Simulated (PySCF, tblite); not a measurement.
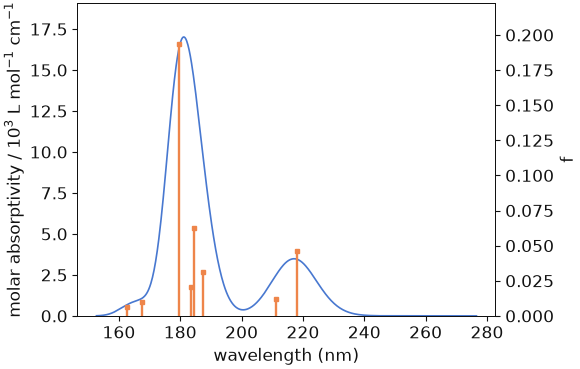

Vertical TDDFT excitations, ωB97X-D/def2-SVPD with PySCF 2.14.0, at a GFN2-xTB geometry (a minimum by its frequencies), gas phase. The lowest 8 singlet states are shown; each is broadened by a Gaussian of 1/e half-width 0.25 eV. Sticks give oscillator strengths (right axis).

**Which molecule gives this spectrum?**
A. C₃H₈OSSi, SMILES C=C(C)S[SiH2]O
B. C₃H₉NSSi, SMILES C=C(C)S[SiH2]N
C. C₅H₁₃B, SMILES CBCC(C)C

A. Its lowest singlet lies at 5.68 eV (f = 0.046) and the brightest of those computed is S6 at 6.90 eV (180 nm), f = 0.193, mainly HOMO−1 → LUMO+1 (58 %).

Caveats: the tight-binding geometry is rougher than a DFT one and adds to the error; one conformer of a flexible molecule; core orbitals are frozen in the response.
